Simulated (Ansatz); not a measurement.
```yaml
atoms:
  - { symbol: H, position_ang: [0.4841, -0.4012, 0.5115] }
  - { symbol: O, position_ang: [1.0899, 0.1201, -0.0463] }
  - { symbol: Si, position_ang: [0.4397, 1.0663, -1.2088] }
  - { symbol: N, position_ang: [-0.6784, -1.4085, 1.5889] }
  - { symbol: H, position_ang: [-0.4722, 2.1082, -0.6516] }
  - { symbol: H, position_ang: [1.5640, 1.7366, -1.9070] }
  - { symbol: H, position_ang: [-0.3492, 0.2834, -2.2050] }
  - { symbol: H, position_ang: [-1.0214, -2.3572, 1.4150] }
  - { symbol: H, position_ang: [-1.0566, -1.1477, 2.5036] }
```

The reactant side of a reaction path; geometry: PBE0-D4/def2-TZVP.

Method: UKS PBE0-D4/def2-TZVPP in Ansatz.

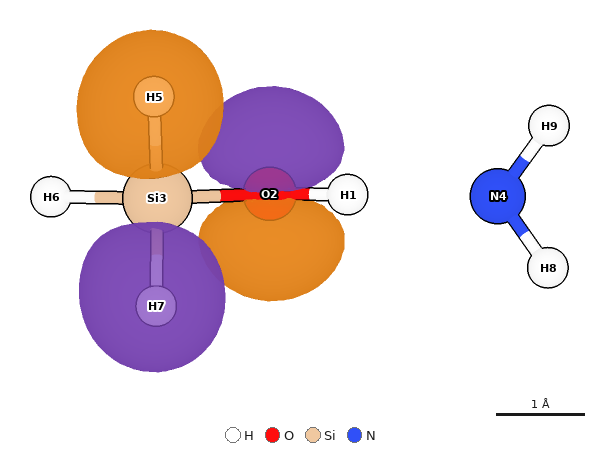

H$_{4}$OSi···NH$_{2}$ (doublet). One frontier orbital at ±0.15 Å⁻³ᐟ² (orange and purple are the two phases), seen across its widest extent.

**Which orbital is it: HOMO (β) or LUMO (β)?**

The HOMO (β), at −8.07 eV. By Hirshfeld shares it lies mainly on O2 (about 45 %), Si3 (about 20 %), H5 (about 15 %) and H7 (about 15 %).
